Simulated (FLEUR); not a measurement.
Converging the basis cutoff: Ni (Fm-3m, 1 atom in the cell)

```xyz
1
Lattice="0.0000 1.7547 1.7547 1.7547 0.0000 1.7547 1.7547 1.7547 0.0000" Properties=species:S:1:pos:R:3 pbc="T T T"
Ni     0.0000     0.0000     0.0000
```
Moments meant for the start (each program seeds them in its own way; μB, in the order of the atoms Ni): 1.0.

Method of the run: PBE, all-electron FLAPW (FLEUR), scalar-relativistic valence run with FLEUR.

Base settings: Kmax = 3.6 1/bohr; GmaxXC = 10.8 1/bohr; xcFunctional = pbe; jspins = 2; l_soc = F; mode = hist; fermiSmearingEnergy = 0.00367493 Htr; mesh (inpgen div1-3) = 6 6 6; inpgen gamma flag = true; Gmax = 10.8 1/bohr.

Moved along: Gmax, GmaxXC.

The mesh stays at the base's, so the ladder's end is converged at best in this setting alone.

Only quantities that move along the ladder and can be compared are tabulated.

The magnetic state is not the same in all runs (site moments differ, or a search went on to a lower state), so steps between rows are not convergence errors alone.

The starting cell has typed, rounded lattice constants, without a prior relaxation at this level. Its lattice was rescaled by up to half a per cent. With one magnetic atom in the cell only a parallel order is possible. Values depend on the basis (sphere radii, cutoffs, local orbitals), which need not be converged.

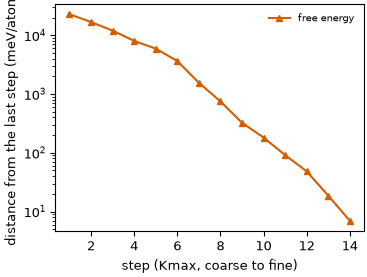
Distance from the last step along the ladder; very small values are drawn at a floor.

| Kmax | free energy less the last step's (meV/atom) | net moment (μB/atom) |
|---|---|---|
| 2.13 1/bohr | 22968.82 | 0.000 |
| 2.28 1/bohr | 16861.97 | 0.000 |
| 2.41 1/bohr | 12061.70 | 0.000 |
| 2.55 1/bohr | 8054.99 | 0.564 |
| 2.67 1/bohr | 5944.58 | 0.595 |
| 2.79 1/bohr | 3662.90 | 0.578 |
| 3.01 1/bohr | 1559.25 | 0.606 |
| 3.22 1/bohr | 751.46 | 0.616 |
| 3.42 1/bohr | 324.99 | 0.621 |
| 3.6 1/bohr | 182.15 | 0.625 |
| 3.78 1/bohr | 91.41 | 0.626 |
| 3.94 1/bohr | 48.38 | 0.627 |
| 4.18 1/bohr | 18.62 | 0.628 |
| 4.41 1/bohr | 6.97 | 0.628 |
| 4.76 1/bohr | 0.00 | 0.628 |

Coarsest Kmax that holds the free energy within 5 meV/atom: not settled: the last two steps still differ by 7.0 meV/atom, over half the tolerance, so the ladder does not show it.

Coarsest Kmax that holds the net moment within 0.02 μB/atom of the last step, with all finer ones: 3.22 1/bohr; the step before is off by 0.023 μB/atom.
